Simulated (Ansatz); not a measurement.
**A computed series for SnS2: pressure series**

Base system: SnS$_{2}$ in the CdI2 type structure (space group P-3m1, No. 164; a = 3.6261 Å, c = 5.5729 Å; layered, stacked along the Cartesian z axis).

Cell and atoms are relaxed at each pressure.

Calculations: plane-wave PAW DFT at the PBEsol-D3(BJ) level (Ansatz, a first-principles code, 420 eV), without spin-orbit coupling.

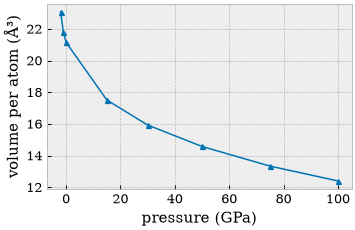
Figure: Volume per atom against pressure

```csv
pressure (GPa),volume per atom
-2,23.07 Å³
-1,21.82 Å³
15,17.51 Å³
30,15.93 Å³
50,14.57 Å³
75,13.33 Å³
100,12.39 Å³
```

A case with no gap was solved on a k-mesh chosen for an insulator, which is coarse for it. Load acts through the strain it causes; cell and atoms are relaxed under it. Stability against distortions was not tested. Competing high-pressure phases were not computed. The final runs are not spin-polarised.
